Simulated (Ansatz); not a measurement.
# AlCl (aluminium monochloride): levels of theory compared

We compute a comparison of 6 runs (HF/STO-3G, HSE06/STO-3G, UPBE/STO-3G, CCSDT/STO-3G, CCSDTQ/STO-3G, CCSD/STO-3G) of AlCl (aluminium monochloride). 

Program for the calculation: Ansatz 0.2.0.

32 further runs of the same task are left out: 32 set aside as unsound or not needed.

## (1) The system as given

The species is AlCl (2 atoms), meant as a singlet with charge 0. SMILES: `[Al][Cl]`. The Cl2–Al1 distance was set to 4.260 Å, away from the relaxed value.

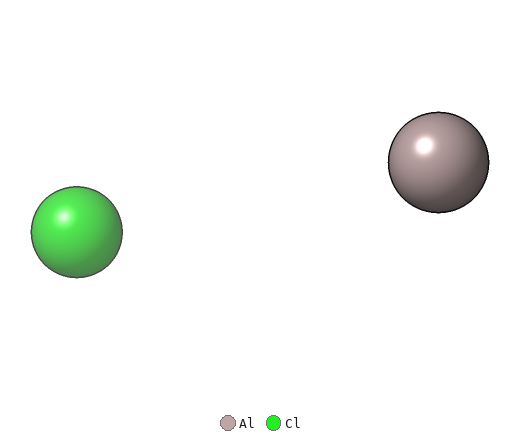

Viewed from a chosen angle; aluminium light grey, chlorine green.

## (2) A single-point energy at HF/STO-3G (run 1)

Contents of job.yaml:

```yaml
crystal:
  periodic: [false, false, false]
  atoms:
    - {symbol: Al, position_ang: [0.000000, 0.000000, -2.130087]}
    - {symbol: Cl, position_ang: [0.000000, 0.000000, 2.130113]}
basis:
  gaussian:
    orbitals: STO-3G
hamiltonian:
  xc: hf
accuracy: high
```

On the command line:

```console
$ ansatz run job.yaml --threads 1 --pin off --max-ram 2610MiB --events-out events.jsonl --progress --plain --runs-dir runs
```

Output:

```text
Warning: RAYON_NUM_THREADS=1 ignored (pool sized by the plan → 1); use --threads N
Functional definition: HF
  name "HF"
  exchange = exact_x
  correlation = 0
267 factors; integrals over basis functions are off by at most 4.8e-9 eV
mean field evaluation 1: about -18870.6443 eV, gradient 5.6e0 eV
mean field evaluation 2: about -18870.6467 eV, gradient 5.6e0 eV
mean field evaluation 4: about -18870.7438 eV, gradient 2.5e-1 eV
mean field evaluation 8: about -18870.7462 eV, gradient 1.3e-8 eV
mean field -18870.74624537 eV, -693.4871334663 hartree, gradient 6.9e-8 eV, S^2 0.000000; 0 other end points of the search recorded, 0 dependent functions left out
reference -18870.74624537 eV, -693.4871334663 hartree; 15, 15 occupied and 3, 3 virtual orbitals, 267 factors
Total energy: -18870.74624537 eV, -693.4871334663 hartree
```

Wall time 0.12 s (1 thread of Arm Neoverse N1, shared host).

## (3) The energy at HSE06/STO-3G (run 2)

Contents of in.yaml:

```yaml
crystal:
  periodic: [false, false, false]
  atoms:
    - {symbol: Al, position_ang: [0.000000, 0.000000, -2.130087]}
    - {symbol: Cl, position_ang: [0.000000, 0.000000, 2.130113]}
basis:
  gaussian: {orbitals: STO-3G}
hamiltonian: {xc: {name: HSE06}}
accuracy: high
```

On the command line:

```console
$ ansatz run in.yaml --threads 1 --pin off --max-ram 2610MiB --events-out events.jsonl --progress --plain --runs-dir runs
```

Output:

```text
Warning: RAYON_NUM_THREADS=1 ignored (pool sized by the plan → 1); use --threads N
Functional definition: HSE06
  name "HSE06"
  parameter a = 0.25
  parameter omega = 0.11/bohr
  exchange = pbe_x - a*pbe_x_sr(omega) + a*exact_x_sr(omega)
  correlation = pbe_c
267 factors; integrals over basis functions are off by at most 4.8e-9 eV
60 factors; integrals over basis functions are off by at most 2.2e-9 eV
mean field evaluation 1: about -18892.1136 eV, gradient 8.5e0 eV
mean field evaluation 2: about -18603.9041 eV, gradient 3.0e1 eV
mean field evaluation 4: about -18618.0597 eV, gradient 1.0e2 eV
mean field evaluation 8: about -18892.2562 eV, gradient 2.7e0 eV
mean field evaluation 16: about -18892.8696 eV, gradient 8.9e-4 eV
mean field evaluation 32: about -18872.5696 eV, gradient 3.5e1 eV
mean field evaluation 64: about -18892.7571 eV, gradient 1.4e0 eV
mean field -18892.86959188 eV, -694.3001514548 hartree, gradient 1.1e-8 eV, S^2 0.000000; 6 other end points of the search recorded, 0 dependent functions left out
reference -18892.86959376 eV, -694.3001515237 hartree; 15, 15 occupied and 3, 3 virtual orbitals, 267 factors
Total energy: -18892.86959376 eV, -694.3001515237 hartree
```

It took 2.5 s on 1 thread of Arm Neoverse N1, shared host.

Runs 3 to 5 aren't shown in full; the table further down has their settings and results.

## (4) The energy at CCSD/STO-3G (run 6)

in.yaml: that of step 3 with these lines changed.

```diff
@@ -7,3 +7,4 @@
   gaussian: {orbitals: STO-3G}
-hamiltonian: {xc: {name: HSE06}}
+correlation: {method: ccsd, frozen_orbitals: {Al: 5, Cl: 5}}
 accuracy: high
+scf: {omitted_lower_state_checks: [cluster_reference, increment]}
```

On the command line:

```console
$ ansatz run in.yaml --threads 1 --pin off --max-ram 2610MiB --events-out events.jsonl --progress --plain --runs-dir runs
```

Output, shortened:

```text
Warning: RAYON_NUM_THREADS=1 ignored (pool sized by the plan → 1); use --threads N
[... 2 set-up lines as earlier in the session ...]
[...]
267 factors; integrals over basis functions are off by at most 4.8e-9 eV
[...]
mean field -18870.74624537 eV, -693.4871334663 hartree, gradient 6.9e-8 eV, S^2 0.000000; 0 other end points of the search recorded, 0 dependent functions left out
10 core orbitals not correlated: weight in the atoms' cores, before any rotation towards them, 1.000 or more for the frozen orbitals, at most 0.000 for the correlated occupied ones
reference -18870.74624537 eV, -693.4871334663 hartree; 5, 5 occupied and 3, 3 virtual orbitals, 267 factors
second order -0.59716950 eV of doubles, -0.00000000 eV of singles
cycle   1  -0.85726691 eV  change   -2.6e-1 eV  update   5.9e-2
[...]
cycle  22  -1.03978317 eV  change  -2.1e-11 eV  update  3.4e-10
Total energy: -18871.78602854 eV, -693.5253447929 hartree
Checks for a lower state left out: cluster_reference, increment
```

Run time: 0.22 s. Hardware: 1 thread of Arm Neoverse N1, shared host.

## (5) Overview of the runs

| run | level | frozen core orbitals | energy (Eh) | wall time |
| --- | --- | --- | --- | --- |
| 1 | HF/STO-3G | – | -693.487133 | 0.12 s |
| 2 | HSE06/STO-3G | – | -694.300152 | 2.5 s |
| 3 | UPBE/STO-3G | – | -694.212577 | 14 s |
| 4 | CCSDT/STO-3G | 10 | -693.525345 | 0.49 s |
| 5 | CCSDTQ/STO-3G | 10 | -693.525345 | 4.2 s |
| 6 | CCSD/STO-3G | 10 | -693.525345 | 0.22 s |

## (6) Summary of results

| quantity | value |
| --- | --- |
| run 6: total energy | -693.52534 Eh |
| run 6: correlation energy (10 core orbitals frozen) | -38.2 mEh |
| run 6: T1 diagnostic | 0.003 |

What this shows: Below the HF energy at the same shape and in the same basis (STO-3G): CCSDT -38.2 mEh; CCSDTQ -38.2 mEh; CCSD -38.2 mEh. Totals of different functionals can't be ranked against each other. In runs 1, 2, 3, 4, 5, 6 the basis is minimal, so the values are rough. Spin contamination of the reference: run 3 ⟨S²⟩ = 0.22. All runs together took 21 s, the longest 14 s.
